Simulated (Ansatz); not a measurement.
The calculation's input:

```
crystal:
  periodic: [false, false, false]
  atoms:
    - {symbol: F, position_ang: [-1.295811, -2.082522, 0.042346]}
    - {symbol: F, position_ang: [-1.414437, -0.398582, 2.201134]}
    - {symbol: Ge, position_ang: [-0.331479, -1.455700, 1.345822]}
    - {symbol: Sb, position_ang: [1.562810, 0.009351, 0.308721]}
    - {symbol: H, position_ang: [-0.050515, -2.641511, 2.285746]}
    - {symbol: H, position_ang: [2.426233, -1.430909, -0.050671]}
    - {symbol: H, position_ang: [2.297241, 0.085734, 1.859075]}
basis:
  gaussian:
    orbitals: def2-TZVPD
hamiltonian:
  xc: pbe0
output:
  forces: true
  orbitals: {seedname: orbitals}
```

Launched as:

```sh
ansatz run input.yaml --threads 1 --pin off --max-ram 2610MiB --events-out events.jsonl --progress --plain --runs-dir runs
```

Geometry: PBE0-D3(BJ)/def2-SVP; core potentials replace the inner electrons of Sb.

All numbers below come from isolated molecule in a Gaussian basis; Kohn-Sham density functional theory, functional PBE0 in Ansatz 0.2.0.

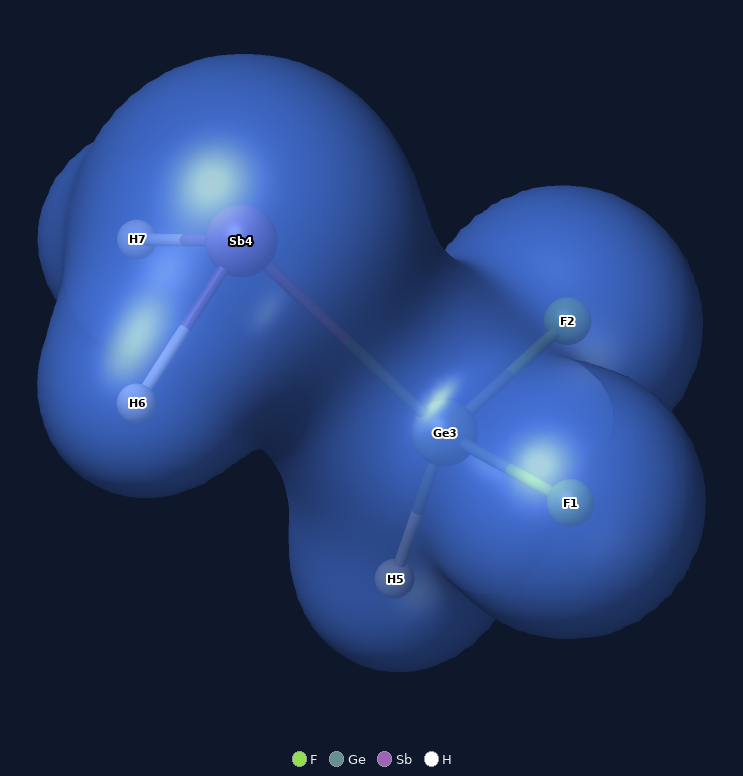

F2GeH3Sb. Isosurface of the electron density at 0.1 e/Å³ (blue), seen at an oblique angle.

Question: What does this surface tell about the bonding?

Answer: At this value the surface is in one piece. It bridges the sampled Ge–F (1.74 Å), Ge–Sb (2.61 Å), Ge–H (1.54 Å) and Sb–H (1.72 Å) contacts, where the density stays above the isovalue. On the grid the lowest density along these lines, outside the cores, is 0.96 e/Å³ (Ge–F, 1.74 Å), 0.52 e/Å³ (Ge–Sb, 2.61 Å), 0.92 e/Å³ (Ge–H, 1.54 Å) and 0.79 e/Å³ (Sb–H, 1.72 Å).
